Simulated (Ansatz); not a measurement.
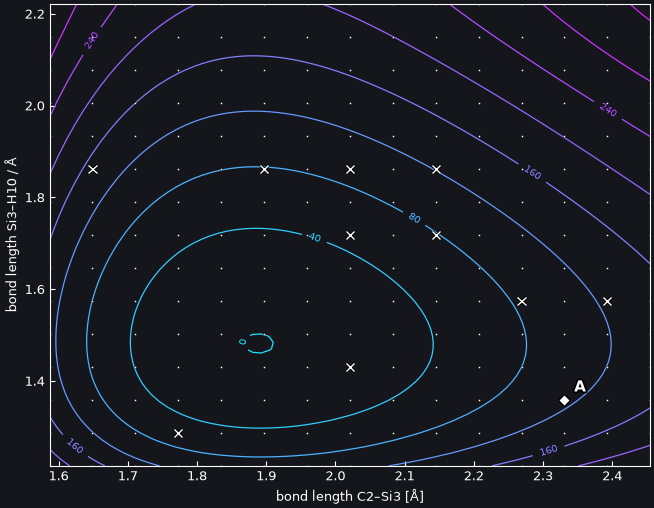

C2H7Si, SMILES CC[SiH2], spin multiplicity 2. 
- First axis: bond length C2–Si3. Second axis: bond length Si3–H10.
- Nothing is relaxed (all other coordinates rigid).
- The scan uses a 15 × 15 grid. At 10 points there is no value.
- Energies: kJ/mol, counted from the lowest grid point.
- Theory: UHF/def2-TZVP in Ansatz 0.2.0.

Drawn: contour lines labelled in kJ/mol, crosses at grid points without a value, dots at the grid points, the point A. Between grid points the surface is interpolated.

Which way does the force act at A, and how strong is it?

A, at bond length C2–Si3 = 2.331 Å, bond length Si3–H10 = 1.359 Å, is not a stationary point. The computed force is 330 kJ/mol for each Å towards smaller values of bond length C2–Si3 and 290 kJ/mol for each Å towards larger values of bond length Si3–H10.
